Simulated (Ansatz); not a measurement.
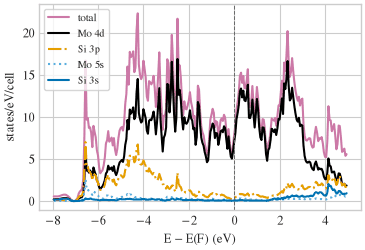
Fig. 1. Total and projected density of states of Si3Mo5 in space group I4/mcm (No. 140; Si on 8h, Si on 4a, Mo on 16k, Mo on 4b), r²SCAN (plane waves, PAW; program Ansatz)

Problem. Which orbitals carry the states next to the Fermi level?

Solution. Within 0.5 eV of the Fermi level: Mo 4d 88 %, Si 3p 5 %. Projections are on Löwdin-orthogonalised atomic valence shells; empty p or d shells of many metals are not among them.

Problem. Where is the tallest occupied peak in this window, and what makes it?

Solution. Near -4.2 eV, about 22 states/eV per cell; the largest projected share is Mo 4d.

The first step of the workflow began from a Materials Project structure, measured or hypothetical; the Crystallography Open Database files this formula in space group No. 140, but the cells were not matched. Its standing as an ambient phase is unchecked. Symmetry was held in the r²SCAN relaxation; its stability against distortions is not shown here. No spin polarisation was allowed. Spin–orbit coupling is left out wherever it is not named.

Potentials: the later of the program's two PAW sets.
